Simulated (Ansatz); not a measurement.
Results of rVV10 (Ansatz, a quantum-chemistry and plane-wave program, plane waves, PAW) for antifluorite Mg₂Ge.

Numerical settings: plane-wave cutoff 520 eV, 10×10×10 k mesh, Fermi–Dirac smearing 0.01 eV, scalar-relativistic PAW data made under PBE.

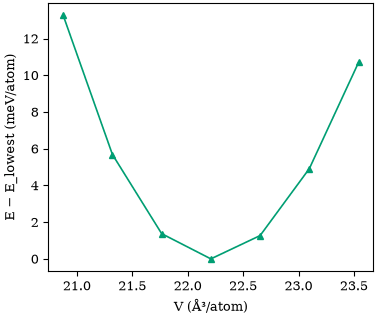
*Total energy against volume*

From the curve, estimate the equilibrium volume and the bulk modulus.

V0 ≈ 22.2 Å³/atom and B0 ≈ 48 GPa; the fit gives V0 = 22.210 Å³/atom, B0 = 47.6 GPa, B′ = 4.3.

Measured, for comparison: equilibrium volume per atom 21.69 Å³/atom (temperature not stated, no zero-point or thermal correction; as tabulated in Grosch, Range, J. Alloys Compd. 235, 250 (1996)). Computed (rounded) less measured: equilibrium volume per atom +2.4 %.

The computed numbers hold no vibrational or temperature effects.

Cost on a shared machine: roughly 80 core-seconds.
